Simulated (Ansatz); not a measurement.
**[BH4]− (borohydride): CCSD/3-21G**

What is the energy change on altering one bond length of [BH4]− (borohydride) at CCSD/3-21G? 

The results are computed with Ansatz 0.2.0.

5 further runs of the same task are left out: 4 that didn't finish, 1 set aside as unsound or not needed.

### 1 The system as given

[BH4]− has 5 atoms, charge -1, and is taken as a singlet. SMILES: `[BH4-]`. The coordinates come from a GFN2-xTB relaxation.

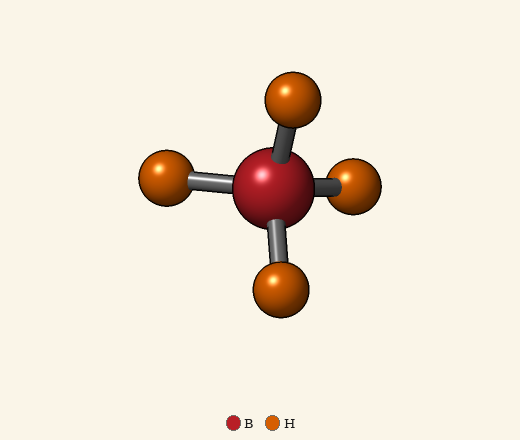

The structure, seen from a chosen angle (boron red, hydrogen orange).

### 2 A single-point energy at CCSD/3-21G

The input, in.yaml:

```yaml
crystal:
  periodic: [false, false, false]
  atoms:
    - symbol: B
      position_ang: [0.000100, 0.000170, -0.000110]
    - symbol: H
      position_ang: [0.683660, 0.997010, 0.217690]
    - symbol: H
      position_ang: [0.726340, -0.988490, -0.067070]
    - symbol: H
      position_ang: [-0.600410, 0.139700, -1.063360]
    - symbol: H
      position_ang: [-0.809690, -0.148380, 0.912850]
basis:
  gaussian:
    orbitals: 3-21G.json
total_charge: -1
correlation:
  method: ccsd
  frozen_orbitals: {B: 1, H: 0}
scf:
  omitted_lower_state_checks: [cluster_reference, increment]
accuracy: high
```

The basis set 3-21G is read from a file made from the Basis Set Exchange's data (not shown).

The run is started by

```console
ansatz run in.yaml --threads 1 --pin off --max-ram 2610MiB --events-out events.jsonl --progress --plain --runs-dir runs
```

Output, cut to the lines that bear on the results:

```text
Warning: RAYON_NUM_THREADS=1 ignored (pool sized by the plan → 1); use --threads N
Functional definition: HF
  name "HF"
[...]
342 factors; integrals over basis functions are off by at most 3.9e-9 eV
[...]
mean field -729.61134368 eV, -26.8127223320 hartree, gradient 6.1e-8 eV, S^2 0.000000; 0 other end points of the search recorded, 0 dependent functions left out
1 core orbitals not correlated: weight in the atoms' cores, before any rotation towards them, 1.000 or more for the frozen orbitals, at most 0.000 for the correlated occupied ones
reference -729.61134368 eV, -26.8127223320 hartree; 4, 4 occupied and 12, 12 virtual orbitals, 342 factors
second order -2.06834303 eV of doubles, -0.00000000 eV of singles
cycle   1  -2.46093472 eV  change   -3.9e-1 eV  update   4.6e-2
[...]
cycle  16  -2.62787308 eV  change  -9.6e-11 eV  update  8.7e-10
Total energy: -732.23921677 eV, -26.9092948866 hartree
Checks for a lower state left out: cluster_reference, increment
```

Run time: 0.22 s. Hardware: 1 thread of Intel Xeon Platinum 8259CL at 2.50GHz (Skylake/Cascade Lake), shared host.

### 3 The distorted shape at the same level

The input, molecule.yaml:

```yaml
crystal:
  periodic: [false, false, false]
  atoms:
    - {symbol: B, position_ang: [-0.170789, -0.249038, -0.054560]}
    - {symbol: H, position_ang: [0.683660, 0.997010, 0.217690]}
    - {symbol: H, position_ang: [0.555451, -1.237698, -0.121520]}
    - {symbol: H, position_ang: [-0.771299, -0.109508, -1.117810]}
    - {symbol: H, position_ang: [-0.980579, -0.397588, 0.858400]}
basis:
  gaussian:
    orbitals: 3-21G.json
scf:
  omitted_lower_state_checks: [cluster_reference, increment]
correlation:
  method: ccsd
  frozen_orbitals: {B: 1, H: 0}
total_charge: -1
accuracy: high
```

The basis set 3-21G is read from a file made from the Basis Set Exchange's data (not shown).

The run is started by

```console
ansatz run molecule.yaml --threads 1 --pin off --max-ram 2610MiB --events-out events.jsonl --progress --plain --runs-dir runs
```

Output, cut to the lines that bear on the results:

```text
Warning: RAYON_NUM_THREADS=1 ignored (pool sized by the plan → 1); use --threads N
Functional definition: HF
  name "HF"
[...]
342 factors; integrals over basis functions are off by at most 1.0e-8 eV
[...]
mean field -729.11549753 eV, -26.7945003221 hartree, gradient 9.5e-8 eV, S^2 0.000000; 0 other end points of the search recorded, 0 dependent functions left out
1 core orbitals not correlated: weight in the atoms' cores, before any rotation towards them, 1.000 or more for the frozen orbitals, at most 0.000 for the correlated occupied ones
reference -729.11549753 eV, -26.7945003221 hartree; 4, 4 occupied and 12, 12 virtual orbitals, 342 factors
second order -2.07585491 eV of doubles, -0.00000000 eV of singles
cycle   1  -2.48337465 eV  change   -4.1e-1 eV  update   5.2e-2
[...]
cycle  16  -2.68245419 eV  change   8.8e-10 eV  update  9.2e-10
Total energy: -731.79795173 eV, -26.8930786956 hartree
Checks for a lower state left out: cluster_reference, increment
```

It took 0.16 s on 1 thread of Intel Xeon Platinum 8259CL at 2.50GHz (Skylake/Cascade Lake), shared host.

### 4 Summary of results

Level: CCSD/3-21G, 1 core orbital frozen.

| quantity | value |
| --- | --- |
| first shape: total energy | -26.90929 Eh |
| first shape: correlation energy (1 core orbital frozen) | -96.6 mEh |
| first shape: T1 diagnostic | 0.008 |
| distorted shape: total energy | -26.89308 Eh |
| distorted shape: correlation energy (1 core orbital frozen) | -98.6 mEh |
| distorted shape: T1 diagnostic | 0.010 |
| energy change with the B1–H2 bond stretched from 1.228 to 1.535 Å | 0.441 eV |

What this shows: With the B1–H2 bond stretched from 1.228 to 1.535 Å the energy rises by 0.44 eV (10.2 kcal/mol). The first shape isn't relaxed at this level, so the change isn't measured from a minimum.
